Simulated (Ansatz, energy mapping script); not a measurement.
# NiI2: J from the energies of magnetic orders, part 2 of 3

Wanted: the magnetic order of NiI2, its couplings and an estimate of its ordering temperature, by LDA+U (1.98 eV).

LDA with U = 1.98 eV on Ni d, ortho-atomic projectors; plane waves, U on orthogonalised atomic orbitals unless named otherwise, collinear spin, no spin–orbit coupling.

So far. Step 4 (Parallel start in cell A (6 atoms)): The run ends ferromagnetic.

The database entry behind the starting cell differs from later determinations by our own check (an axis about 0.9 % short against later determinations), so it need not match the best structure at ambient conditions.

## 5. Order 2: compensated +−, cell A of 6 atoms

This order reverses 4 of the 6 neighbours at 3.89 Å, 4 of the 6 neighbours at 6.74 Å and 4 of the 6 neighbours at 6.92 Å, counted for an average magnetic atom.

The input, input.yaml:

```yaml
crystal:
  lattice:
    - [-1.946, 3.370570872, 0.0]
    - [-5.838, -3.370570872, 0.0]
    - [1.946, 1.123523624, 6.544666667]
  atoms:
    - { symbol: Ni, position: [0.5, 0.5, 0.0], spin: 2.0 }
    - { symbol: Ni, position: [0.0, 0.0, 0.0], spin: -2.0 }
    - { symbol: I, position: [0.5, 0.75, 0.75] }
    - { symbol: I, position: [0.0, 0.25, 0.75] }
    - { symbol: I, position: [0.5, 0.25, 0.25] }
    - { symbol: I, position: [0.0, 0.75, 0.25] }
magnetization:
  spin_polarized: true
kpoints:
  mp_grid: { grid: [7, 5, 5] }
hamiltonian:
  xc: lda
  hubbard:
    sites:
      - { species: Ni, l: d, u_eff: 1.98 }
      - { site: 0, l: d, u_eff: 1.98, starting_ns: [{ spin: up, occupation_matrix: ni1_major }, { spin: down, occupation_matrix: ni1_minor }] }
      - { site: 1, l: d, u_eff: 1.98, starting_ns: [{ spin: up, occupation_matrix: ni1_minor }, { spin: down, occupation_matrix: ni1_major }] }
    projectors: ortho-atomic
    occupation_matrices:
      ni1_major:
        matrix:
          - [0.993, 0.0, 0.0, 0.0, 0.0]
          - [0.0, 0.994, 0.0, 0.0, 0.0]
          - [0.0, 0.0, 0.994, 0.0, 0.0]
          - [0.0, 0.0, 0.0, 0.992, 0.0]
          - [0.0, 0.0, 0.0, 0.0, 0.992]
      ni1_minor:
        matrix:
          - [0.984, 0.0, 0.0, 0.0, 0.0]
          - [0.0, 0.576, 0.0, 0.0, 0.266]
          - [0.0, 0.0, 0.576, 0.266, 0.0]
          - [0.0, 0.0, 0.266, 0.812, 0.0]
          - [0.0, 0.266, 0.0, 0.0, 0.812]
scf:
  occupations: { method: fermi_dirac, width: 0.05 }
output:
  eigenvalues: true
  write_density: true
  write_potential: true
  elf: true
  volumetric_format: npy
```

Command:

```
$ ansatz run input.yaml --threads 4 --pin off --max-ram 8192MiB --backend cpu --events-out ev --progress --plain --runs-dir out
```

Numbers of over 12 decimals in the logs are rounded to 6 here.

What it wrote:

```text
[...]
Crystal: 6 atoms, lattice volume = 171.709 Å³
Basis set: ecut = 420 eV, 3375 PW (Γ)
Bands: 65, of which v1, the nominal top of the filled ones, is band 52 counted from 1 (51 counted from 0)
Symmetry: 4 space group operations
[...]
k-points: 52 of 175
[...]
Starting moments: Σ|m| = 4 μB on 2 of 6 sites
Starting magnetic order: antiferromagnet; a translation exchanges its spin sublattices: spin-degenerate at every k-point
[...]
the translation (0.5, 0.5, 0) carries every atom to within crystal.symmetry.tolerance of an atom of its element with the starting moment reversed, but both spin channels are solved: the dense FFT box has an odd point count along it
SCF iter   1: F=—  HF=-40982.691495 eV  |F-HF|=—  |Δ(HF+E_count)|=         —  Δρ=1.43e-1 (↑1.43e-1 ↓1.43e-1)  dr2=9.50e1  dr2_m=1.33e1  M=0.000 μB ∫|m|=0.487 μB  β_m=0.30  ethr=3.10e-3  ⟨swp⟩=7.0  Hψ=26587  notcnv=0  defer=151
[...]
SCF iter  22: F=-40968.804128 eV  HF=-40968.804128 eV  |F-HF|=2.59e-9  |Δ(HF+E_count)|=   1.96e-8  Δρ=1.18e-6 (↑5.13e-7 ↓1.18e-6)  dr2=4.28e-9  dr2_m=5.94e-10  M=0.000 μB ∫|m|=3.365 μB  ethr=9.62e-11  ⟨swp⟩=12.3  Hψ=28537  notcnv=0
SCF 1 converged in 22 iterations: F = -40968.804128 eV  dr2 = 4.28e-9
[...]
SCF converged after 22 iterations
Magnetization: 0.0000 μB (52.0000 up, 52.0000 down)
Absolute magnetization: 3.3596 μB (∫|ρ↑−ρ↓|, with the PAW one-centre terms)
[...]
Per-site moments (μB) at R_I (Å): [(1.259305, 1.146591), (-1.259306, 1.146591), (-0.072634, 1.146591), (0.072635, 1.146591), (-0.072634, 1.146591), (0.072635, 1.146591)]
Free energy (F): -40968.804128 eV
[...]
Internal energy: -40968.797685 eV  (E = F + TS)
E sigma→0 (E₀):  -40968.800906 eV
Entropy (-TS):   -0.006443 eV (-1.074 meV/atom)
Fermi energy:    8.067535 eV
[...]
--- Specified on-site occupations, and those of the state reported ---
  electrons in the specified blocks: 17.4500 specified, 17.4451 found
[...]
--- Band table (eV; the first three rows and the last of 104) ---
  k-point 0 ↑: bands = [... 48 lower, 7.6295, 7.6329, 7.9764, 7.9801, 8.9457, 8.9854, 10.2356, 11.5023, ... 9 higher]
  k-point 1 ↑: bands = [... 48 lower, 7.5403, 7.5482, 7.8308, 7.9475, 8.9099, 8.9273, 10.6107, 12.0861, ... 9 higher]
  k-point 2 ↑: bands = [... 48 lower, 7.4301, 7.4411, 7.5676, 7.8357, 8.8876, 8.9218, 11.2944, 12.8316, ... 9 higher]
  k-point 51 ↓: bands = [... 48 lower, 6.2861, 6.4716, 7.4317, 7.5862, 8.6489, 8.7742, 10.9864, 11.1370, ... 9 higher]
Occupation matrices written to <dir>
```

Wall time 46 s (4 threads of Arm Neoverse V1, shared host); peak memory 1.2 GiB.

Spin moment in the sphere by atom:

```csv
atom,spin moment in the sphere (μB)
Ni1,1.26
Ni2,-1.26
I3,-0.07
I4,0.07
I5,-0.07
I6,0.07
```

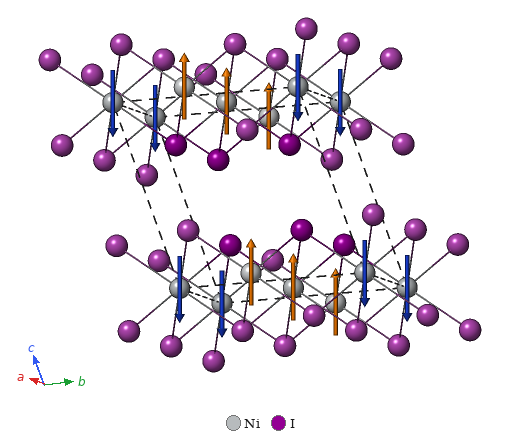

Spin moment in the sphere as arrows, the longest 1.26 μB. Up and down stand for the sign. Arrows give size and sign along the axis of quantisation, drawn up and down the page. The two directions have two colours. Some periodic images of atoms are drawn too.

The run ends antiferromagnetic, 6.88 meV a magnetic atom above the parallel order of its cell (energies taken at zero occupation width, not the printed F).

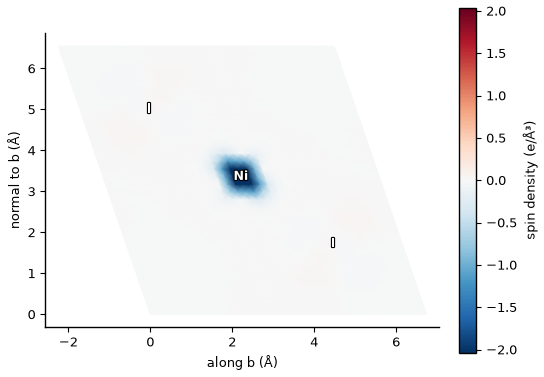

Spin density in the bc plane at fractional x = 0.000, with atoms of Ni and I within 0.2 Å of it. The map starts off the cell's origin, so that atoms lie inside it.

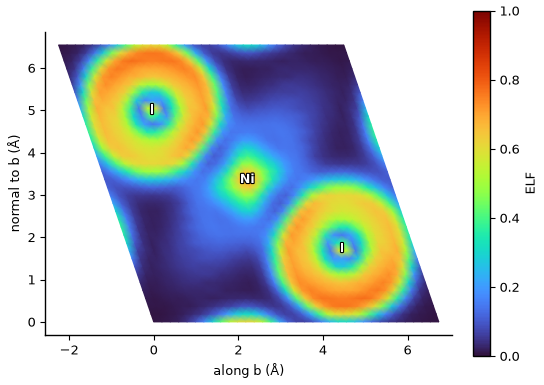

ELF in the bc plane at fractional x = 0.000, with atoms of Ni and I within 0.2 Å of it. It is the smooth field of the valence electrons, not physical close to the nuclei. The map starts off the cell's origin, so that atoms lie inside it.

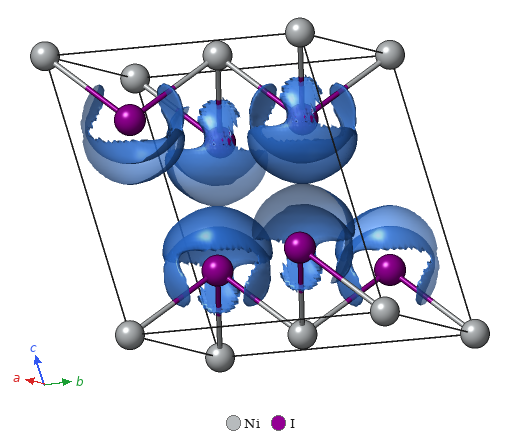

Surface of ELF = 0.7.

## 6. Run 3 (parallel; cell B, 9 atoms)

A new cell needs its own zero of energy.

The input, input.yaml:

```yaml
crystal:
  lattice:
    - [-5.838, -3.370570872, 0.0]
    - [-5.838, 3.370570872, 0.0]
    - [-1.946, -1.123523624, -6.544666667]
  atoms:
    - { symbol: Ni, position: [0.666666667, 0.666666667, 0.0], spin: 2.0 }
    - { symbol: Ni, position: [0.333333333, 0.333333333, 0.0], spin: 2.0 }
    - { symbol: Ni, position: [0.0, 0.0, 0.0], spin: 2.0 }
    - { symbol: I, position: [0.916666667, 0.666666667, 0.25] }
    - { symbol: I, position: [0.583333333, 0.333333333, 0.25] }
    - { symbol: I, position: [0.25, 0.0, 0.25] }
    - { symbol: I, position: [0.416666667, 0.666666667, 0.75] }
    - { symbol: I, position: [0.083333333, 0.333333333, 0.75] }
    - { symbol: I, position: [0.75, 0.0, 0.75] }
magnetization:
  spin_polarized: true
kpoints:
  mp_grid: { grid: [5, 5, 5] }
hamiltonian:
  xc: lda
  hubbard:
    sites:
      - { species: Ni, l: d, u_eff: 1.98 }
      - { site: 0, l: d, u_eff: 1.98, starting_ns: [{ spin: up, occupation_matrix: ni1_major }, { spin: down, occupation_matrix: ni1_minor }] }
      - { site: 1, l: d, u_eff: 1.98, starting_ns: [{ spin: up, occupation_matrix: ni1_major }, { spin: down, occupation_matrix: ni1_minor }] }
      - { site: 2, l: d, u_eff: 1.98, starting_ns: [{ spin: up, occupation_matrix: ni1_major }, { spin: down, occupation_matrix: ni1_minor }] }
    projectors: ortho-atomic
    occupation_matrices:
      ni1_major:
        matrix:
          - [0.993, 0.0, 0.0, 0.0, 0.0]
          - [0.0, 0.994, 0.0, 0.0, 0.0]
          - [0.0, 0.0, 0.994, 0.0, 0.0]
          - [0.0, 0.0, 0.0, 0.992, 0.0]
          - [0.0, 0.0, 0.0, 0.0, 0.992]
      ni1_minor:
        matrix:
          - [0.984, 0.0, 0.0, 0.0, 0.0]
          - [0.0, 0.576, 0.0, 0.0, 0.266]
          - [0.0, 0.0, 0.576, 0.266, 0.0]
          - [0.0, 0.0, 0.266, 0.812, 0.0]
          - [0.0, 0.266, 0.0, 0.0, 0.812]
scf:
  occupations: { method: fermi_dirac, width: 0.05 }
output:
  eigenvalues: true
```

What it wrote:

```text
[...]
Crystal: 9 atoms, lattice volume = 257.564 Å³
Basis set: ecut = 420 eV, 5041 PW (Γ)
Bands: 98, of which v1, the nominal top of the filled ones, is band 78 counted from 1 (77 counted from 0)
Symmetry: 12 space group operations
[...]
k-points: 39 of 125
[...]
Starting moments: Σ|m| = 6 μB on 3 of 9 sites
[...]
k-point 0 ↑: bands = [... 74 lower, 7.1311, 7.1311, 7.3495, 7.5299, 7.5299, 7.9482, 7.9482, 11.4036, ... 16 higher]
  k-point 1 ↑: bands = [... 74 lower, 6.8563, 7.0698, 7.0698, 7.4424, 7.4424, 8.0296, 8.0296, 11.5701, ... 16 higher]
  k-point 2 ↑: bands = [... 74 lower, 6.8096, 7.1109, 7.1109, 7.3375, 7.3375, 8.1245, 8.1245, 11.5435, ... 16 higher]
  k-point 38 ↓: bands = [... 74 lower, 7.0469, 8.2962, 8.4300, 8.5165, 8.7754, 8.7876, 8.9336, 11.2734, ... 16 higher]
Occupation matrices written to <dir>
[key lines of the parts left out:]
SCF converged after 22 iterations
Magnetization: 5.8945 μB (80.9473 up, 75.0527 down)
Free energy (F): -61453.230472 eV
Fermi energy:    8.105928 eV
```

Run time: 56 s. Hardware: 4 threads; peak memory 1.9 GiB.

The run ends ferromagnetic. For each magnetic atom its energy differs from the parallel run of the first cell by -0.40 meV, an error that one common reference would have brought in.

## 7. Uncompensated ++− start in cell B (9 atoms)

This order reverses 4 of the 6 neighbours at 3.89 Å, 0 of the 6 neighbours at 6.74 Å and 2.67 of the 6 neighbours at 6.92 Å, counted for an average magnetic atom.

Changes to input.yaml since step 6:

```diff
@@ -8,3 +8,3 @@
     - { symbol: Ni, position: [0.333333333, 0.333333333, 0.0], spin: 2.0 }
-    - { symbol: Ni, position: [0.0, 0.0, 0.0], spin: 2.0 }
+    - { symbol: Ni, position: [0.0, 0.0, 0.0], spin: -2.0 }
     - { symbol: I, position: [0.916666667, 0.666666667, 0.25] }
@@ -26,3 +26,3 @@
       - { site: 1, l: d, u_eff: 1.98, starting_ns: [{ spin: up, occupation_matrix: ni1_major }, { spin: down, occupation_matrix: ni1_minor }] }
-      - { site: 2, l: d, u_eff: 1.98, starting_ns: [{ spin: up, occupation_matrix: ni1_major }, { spin: down, occupation_matrix: ni1_minor }] }
+      - { site: 2, l: d, u_eff: 1.98, starting_ns: [{ spin: up, occupation_matrix: ni1_minor }, { spin: down, occupation_matrix: ni1_major }] }
     projectors: ortho-atomic
```

What it wrote:

```text
[...]
Crystal: 9 atoms, lattice volume = 257.564 Å³
Basis set: ecut = 420 eV, 5041 PW (Γ)
Bands: 98, of which v1, the nominal top of the filled ones, is band 78 counted from 1 (77 counted from 0)
Symmetry: 4 space group operations
[...]
k-points: 39 of 125
[...]
Starting moments: Σ|m| = 6 μB on 3 of 9 sites
[...]
k-point 0 ↑: bands = [... 74 lower, 7.4065, 7.5580, 7.5854, 7.5856, 7.7154, 8.6518, 8.7484, 11.4537, ... 16 higher]
  k-point 1 ↑: bands = [... 74 lower, 7.0083, 7.4878, 7.4900, 7.6885, 7.7139, 8.7196, 8.7438, 11.6043, ... 16 higher]
  k-point 2 ↑: bands = [... 74 lower, 7.0956, 7.3919, 7.3925, 7.6770, 7.7830, 8.7641, 8.8040, 11.5761, ... 16 higher]
  k-point 38 ↓: bands = [... 74 lower, 6.8896, 7.2282, 7.5677, 8.4471, 8.5049, 8.7140, 8.8500, 11.1948, ... 16 higher]
Occupation matrices written to <dir>
[key lines of the parts left out:]
SCF converged after 24 iterations
Magnetization: 1.9961 μB (78.9981 up, 77.0019 down)
Free energy (F): -61453.310440 eV
Fermi energy:    8.124209 eV
```

The job ended after 56 s (4 threads; peak memory 1.9 GiB).

The run ends ferrimagnetic, 28.72 meV a magnetic atom below the parallel order of its cell (energies taken at zero occupation width, not the printed F).

## 8. Order 5: parallel, cell C of 6 atoms

The parallel order again, as the reference for this cell.

The input, input.yaml:

```yaml
crystal:
  lattice:
    - [1.946, -3.370570872, 0.0]
    - [3.892, 0.0, 0.0]
    - [1.946, -1.123523624, 13.089333334]
  atoms:
    - { symbol: Ni, position: [0.0, 0.0, 0.0], spin: 2.0 }
    - { symbol: Ni, position: [0.5, 0.5, 0.5], spin: 2.0 }
    - { symbol: I, position: [0.875, 0.875, 0.375] }
    - { symbol: I, position: [0.375, 0.375, 0.875] }
    - { symbol: I, position: [0.625, 0.625, 0.125] }
    - { symbol: I, position: [0.125, 0.125, 0.625] }
magnetization:
  spin_polarized: true
kpoints:
  mp_grid: { grid: [8, 8, 8] }
hamiltonian:
  xc: lda
  hubbard:
    sites:
      - { species: Ni, l: d, u_eff: 1.98 }
      - { site: 0, l: d, u_eff: 1.98, starting_ns: [{ spin: up, occupation_matrix: ni1_major }, { spin: down, occupation_matrix: ni1_minor }] }
      - { site: 1, l: d, u_eff: 1.98, starting_ns: [{ spin: up, occupation_matrix: ni1_major }, { spin: down, occupation_matrix: ni1_minor }] }
    projectors: ortho-atomic
    occupation_matrices:
      ni1_major:
        matrix:
          - [0.993, 0.0, 0.0, 0.0, 0.0]
          - [0.0, 0.994, 0.0, 0.0, 0.0]
          - [0.0, 0.0, 0.994, 0.0, 0.0]
          - [0.0, 0.0, 0.0, 0.992, 0.0]
          - [0.0, 0.0, 0.0, 0.0, 0.992]
      ni1_minor:
        matrix:
          - [0.984, 0.0, 0.0, 0.0, 0.0]
          - [0.0, 0.576, 0.0, 0.0, 0.266]
          - [0.0, 0.0, 0.576, 0.266, 0.0]
          - [0.0, 0.0, 0.266, 0.812, 0.0]
          - [0.0, 0.266, 0.0, 0.0, 0.812]
scf:
  occupations: { method: fermi_dirac, width: 0.05 }
output:
  eigenvalues: true
```

What it wrote:

```text
[...]
Crystal: 6 atoms, lattice volume = 171.709 Å³
Basis set: ecut = 420 eV, 3385 PW (Γ)
Bands: 65, of which v1, the nominal top of the filled ones, is band 52 counted from 1 (51 counted from 0)
Symmetry: 24 space group operations
[...]
k-points: 65 of 512
[...]
Starting moments: Σ|m| = 4 μB on 2 of 6 sites
[...]
k-point 0 ↑: bands = [... 48 lower, 7.5299, 7.5299, 7.9496, 7.9496, 8.1397, 8.1397, 11.4044, 12.5449, ... 9 higher]
  k-point 1 ↑: bands = [... 48 lower, 7.5187, 7.5187, 7.9602, 7.9602, 8.1342, 8.1342, 11.4733, 12.5541, ... 9 higher]
  k-point 2 ↑: bands = [... 48 lower, 7.4894, 7.4894, 7.9877, 7.9877, 8.1183, 8.1183, 11.6619, 12.5811, ... 9 higher]
  k-point 64 ↓: bands = [... 48 lower, 6.5066, 6.5520, 8.3143, 8.4811, 8.5655, 8.6155, 11.4144, 12.1427, ... 9 higher]
Occupation matrices written to <dir>
[key lines of the parts left out:]
SCF converged after 22 iterations
Magnetization: 3.9141 μB (53.9570 up, 50.0430 down)
Free energy (F): -40968.820749 eV
Fermi energy:    8.117696 eV
```

It took 44 s on 4 threads; peak memory 1.4 GiB.

The run ends ferromagnetic. For each magnetic atom its energy differs from the parallel run of the first cell by -0.37 meV, an error that one common reference would have brought in.

## 9. Run 6 (compensated +−; cell C, 6 atoms)

This order reverses 0 of the 6 neighbours at 3.89 Å, 0 of the 6 neighbours at 6.74 Å and 6 of the 6 neighbours at 6.92 Å, counted for an average magnetic atom.

Changes to input.yaml since step 8:

```diff
@@ -7,3 +7,3 @@
     - { symbol: Ni, position: [0.0, 0.0, 0.0], spin: 2.0 }
-    - { symbol: Ni, position: [0.5, 0.5, 0.5], spin: 2.0 }
+    - { symbol: Ni, position: [0.5, 0.5, 0.5], spin: -2.0 }
     - { symbol: I, position: [0.875, 0.875, 0.375] }
@@ -22,3 +22,3 @@
       - { site: 0, l: d, u_eff: 1.98, starting_ns: [{ spin: up, occupation_matrix: ni1_major }, { spin: down, occupation_matrix: ni1_minor }] }
-      - { site: 1, l: d, u_eff: 1.98, starting_ns: [{ spin: up, occupation_matrix: ni1_major }, { spin: down, occupation_matrix: ni1_minor }] }
+      - { site: 1, l: d, u_eff: 1.98, starting_ns: [{ spin: up, occupation_matrix: ni1_minor }, { spin: down, occupation_matrix: ni1_major }] }
     projectors: ortho-atomic
```

What it wrote:

```text
[...]
Crystal: 6 atoms, lattice volume = 171.709 Å³
Basis set: ecut = 420 eV, 3385 PW (Γ)
Bands: 65, of which v1, the nominal top of the filled ones, is band 52 counted from 1 (51 counted from 0)
Symmetry: 12 space group operations
[...]
k-points: 65 of 512
[...]
Starting moments: Σ|m| = 4 μB on 2 of 6 sites
[...]
k-point 0 ↑: bands = [... 48 lower, 7.6643, 7.6643, 8.0546, 8.0546, 9.0686, 9.0686, 11.4976, 12.5982, ... 9 higher]
  k-point 1 ↑: bands = [... 48 lower, 7.6554, 7.6554, 8.0587, 8.0587, 9.0683, 9.0683, 11.5666, 12.6067, ... 9 higher]
  k-point 2 ↑: bands = [... 48 lower, 7.6330, 7.6330, 8.0682, 8.0682, 9.0677, 9.0677, 11.7550, 12.6297, ... 9 higher]
  k-point 64 ↓: bands = [... 48 lower, 6.4966, 6.5307, 6.9056, 7.1443, 8.4081, 8.5947, 11.2885, 12.0303, ... 9 higher]
Occupation matrices written to <dir>
[key lines of the parts left out:]
SCF converged after 20 iterations
Magnetization: -0.0000 μB (52.0000 up, 52.0000 down)
Free energy (F): -40968.893782 eV
Fermi energy:    8.173539 eV
```

Elapsed: 39 s, on 4 threads; peak memory 1.4 GiB.

The run ends antiferromagnetic, 38.04 meV a magnetic atom below the parallel order of its cell (energies taken at zero occupation width, not the printed F).

[end of part 2 of 3]

[Logs and program files are shortened in this print: banners, set-up blocks, solver, clock and traceback lines can be left out without a mark of their own.]

[Logs are printed without paths, hosts, clocks, repeated set-up lines and the standing remarks that a program may print on its own settings, such as how far it seeks lower states.]

[Hosts, paths, dates, database ids (printed as entryN), source tags and the programs' standing remarks are cut or masked in the printed files.]

[Where a cell is said to come from a database of computed structures, the database is the Materials Project.]
